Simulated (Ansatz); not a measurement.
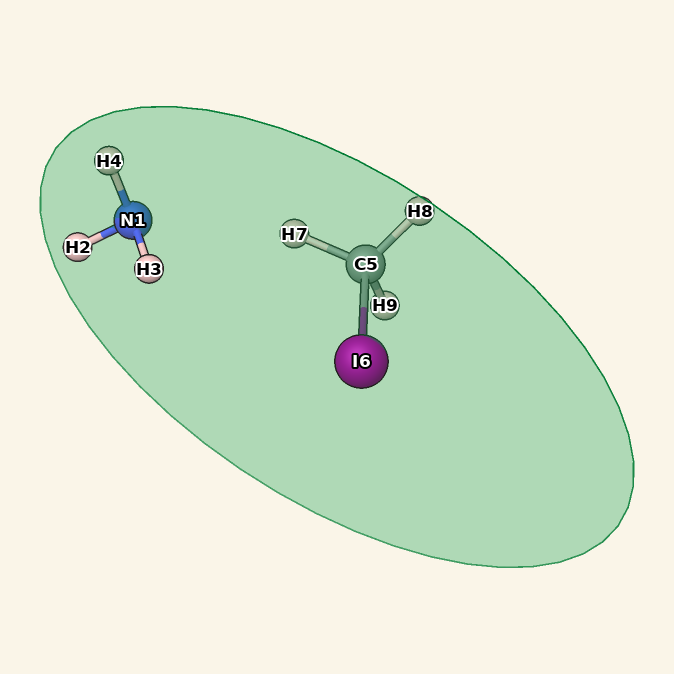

A disc through the centre of mass is drawn in. Distant atoms are faded towards the background colour. Computed geometry: PBE0-D4/def2-TZVP optimisation.

> Is the plane of the disc a mirror plane of the structure?

No. The point group is Cs, with 1 mirror plane, and this plane isn't one of its mirror planes.
